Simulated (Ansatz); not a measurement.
## Energy landscape of As

6 relaxations of As ended in 4 distinct structures. Computed with PBEsol (plane waves to 420 eV, PAW, scalar-relativistic; Ansatz, a first-principles code).

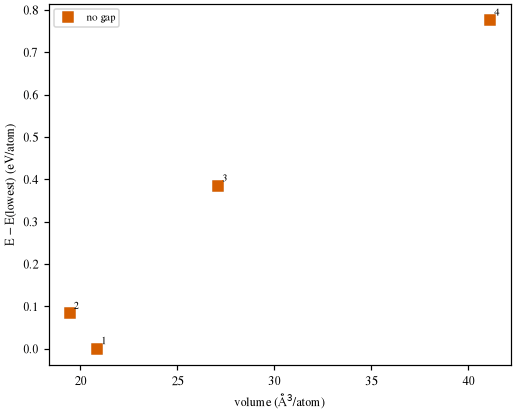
Energy against volume of the distinct structures, numbered as in the table

| # | space group | Pearson | type | E − E(lowest) (eV/atom) | V (Å³/atom) | coordination | runs ending here |
|---|---|---|---|---|---|---|---|
| 1 | R-3m | hR2 | – | 0.00 | 20.85 | – | 1 |
| 2 | Pm-3m | cP1 | – | 0.08 | 19.45 | – | 3 |
| 3 | Fd-3m | cF8 | diamond type | 0.38 | 27.10 | As 4 (tetrahedral) | 1 |
| 4 | I4₁32 | cI8 | – | 0.78 | 41.10 | – | 1 |

Coordination numbers (neighbours up to the widest gap in distance over summed covalent radii, below 1.35; n+m marks a second, longer set). All are gapless at this level. R-3m, hR2 is the lowest among the structures calculated here.

```cif
data_As6
_chemical_formula_sum 'As6'
_space_group_name_H-M_alt 'R-3m :H'
_space_group_IT_number 166
_space_group_name_Hall '-R 3 2"'
_cell_length_a 3.78190
_cell_length_b 3.78190
_cell_length_c 10.10172
_cell_angle_alpha 90.000
_cell_angle_beta 90.000
_cell_angle_gamma 120.000
loop_
_atom_site_label
_atom_site_type_symbol
_atom_site_symmetry_multiplicity
_atom_site_Wyckoff_symbol
_atom_site_fract_x
_atom_site_fract_y
_atom_site_fract_z
_atom_site_occupancy
As1 As 6 c 0.00000 0.00000 0.23015 1
```
(The calculation used a cell of 2 atoms; values per cell refer to that cell.)

 2 generated cells of layers, chains or molecules, poorly bound without dispersion, are left out. Each run could gain symmetry but not lose that of its start, so entries can be saddle points. From databases, or of a type measured for this composition: R-3m, hR2; the others are generated cells (placed on structure types, drawn at random, substituted or restacked) that were not matched to a known phase here. Energies are at zero temperature and pressure, without zero-point motion. The runs use different k-meshes, so differences are rounded accordingly. No spin polarisation in the result.
